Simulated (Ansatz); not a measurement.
# ClHSSi (SMILES S[Si]Cl): one structure at several levels

Aim: energy, forces and dipole at a structure displaced at random from a GFN2-xTB minimum, from CCSD(T) and from density functionals.

Method: single points in def2-TZVPP; program: Ansatz 0.2.0, Gaussian basis.

Cores are frozen in the correlated methods.

### 1 Starting geometry

SMILES `S[Si]Cl`, 4 atoms, charge 0, spin multiplicity 1.

Atoms are counted from 1 here; the program's logs count them from 0.

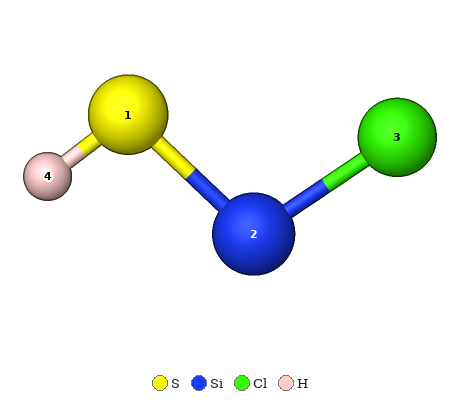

Start geometry, drawn with sulfur yellow, silicon blue, chlorine green, hydrogen pink; atoms are numbered from 1 in the order of the file.

Geometry (Å):

```mol
ClHSSi
  3D, bonds by distance, orders not assigned

  4  3  0  0  0  0  0  0  0  0999 V2000
   -0.1304    0.8948   -0.5849 S   0  0
   -0.1544   -0.9667    0.4237 Si  0  0
    1.8517   -1.1487    1.0816 Cl  0  0
   -1.3230    0.9388   -0.9296 H   0  0
  1  2  8  0
  1  4  8  0
  2  3  8  0
M  END
```

### 2 CCSD(T)/def2-TZVPP

File run/in.yaml:

```yaml
crystal:
  periodic: [false, false, false]
  atoms:
    - {symbol: S, position_ang: [-0.130400, 0.894800, -0.584900]}
    - {symbol: Si, position_ang: [-0.154400, -0.966700, 0.423700]}
    - {symbol: Cl, position_ang: [1.851700, -1.148700, 1.081600]}
    - {symbol: H, position_ang: [-1.323000, 0.938800, -0.929600]}
basis:
  gaussian: {orbitals: def2-TZVPP}
correlation: {method: ccsd_t}
output: {forces: true}
```

The command line of these runs was not kept.

### 3 PBE0-D4/def2-TZVPP

Changes to run/in.yaml since step 2:

```diff
@@ -9,3 +9,3 @@
   gaussian: {orbitals: def2-TZVPP}
-correlation: {method: ccsd_t}
-output: {forces: true}
+hamiltonian: {xc: pbe0, dispersion: d4}
+output: {forces: true, orbitals: {seedname: orbitals}}
```

### 4 wB97M-V/def2-TZVPP

Changes to run/in.yaml since step 3:

```diff
@@ -9,3 +9,3 @@
   gaussian: {orbitals: def2-TZVPP}
-hamiltonian: {xc: pbe0, dispersion: d4}
-output: {forces: true, orbitals: {seedname: orbitals}}
+hamiltonian: {xc: {name: wB97M-V}}
+output: {forces: true}
```

### 5 r2SCAN-D4/def2-TZVPP

Changes to run/in.yaml since step 4:

```diff
@@ -9,3 +9,3 @@
   gaussian: {orbitals: def2-TZVPP}
-hamiltonian: {xc: {name: wB97M-V}}
+hamiltonian: {xc: r2scan, dispersion: d4}
 output: {forces: true}
```

### 6 PBE-D4/def2-TZVPP

Changes to run/in.yaml since step 5:

```diff
@@ -9,3 +9,3 @@
   gaussian: {orbitals: def2-TZVPP}
-hamiltonian: {xc: r2scan, dispersion: d4}
+hamiltonian: {xc: pbe, dispersion: d4}
 output: {forces: true}
```

### 7 SPW92/def2-TZVPP

Changes to run/in.yaml since step 6:

```diff
@@ -9,3 +9,3 @@
   gaussian: {orbitals: def2-TZVPP}
-hamiltonian: {xc: pbe, dispersion: d4}
+hamiltonian: {xc: lda}
 output: {forces: true}
```

### 8 revPBE-D4/def2-TZVPP

Changes to run/in.yaml since step 7:

```diff
@@ -9,3 +9,3 @@
   gaussian: {orbitals: def2-TZVPP}
-hamiltonian: {xc: lda}
+hamiltonian: {xc: {name: revPBE}, dispersion: d4}
 output: {forces: true}
```

(Steps that only read results are left out.)

**Question.** What will these runs give? Wanted: energy less free atoms, CCSD(T)/def2-TZVPP; RMS force component; RMS force error; HOMO and LUMO, PBE0-D4; T1 diagnostic.

As calculated:

| quantity | value |
| --- | --- |
| energy less free atoms, CCSD(T)/def2-TZVPP | -1092.0 kJ/mol |
| RMS force component | 1.507 to 1.688 eV/Å over the methods |
| RMS force error | PBE0-D4 0.069, wB97M-V 0.042, r2SCAN-D4 0.059, PBE-D4 0.199, SPW92 0.196, revPBE-D4 0.240 eV/Å |
| HOMO and LUMO, PBE0-D4 | -7.14 and -2.51 eV |
| T1 diagnostic | 0.014 |

What this shows: Against CCSD(T) the functionals' energies less atoms differ by -235.3 to -48.3 kJ/mol, PBE-D4 by -78.0 kJ/mol. A larger basis would deepen the CCSD(T) value, while the functionals are nearly converged already, so the order here is not reliable. For forces wB97M-V does best and revPBE-D4 worst. Frozen-core CCSD(T) forces in triple zeta carry basis errors of their own, and this is one geometry, so small gaps rank nothing. The restricted Hartree–Fock reference is unstable towards an unrestricted one at one or more of these structures.
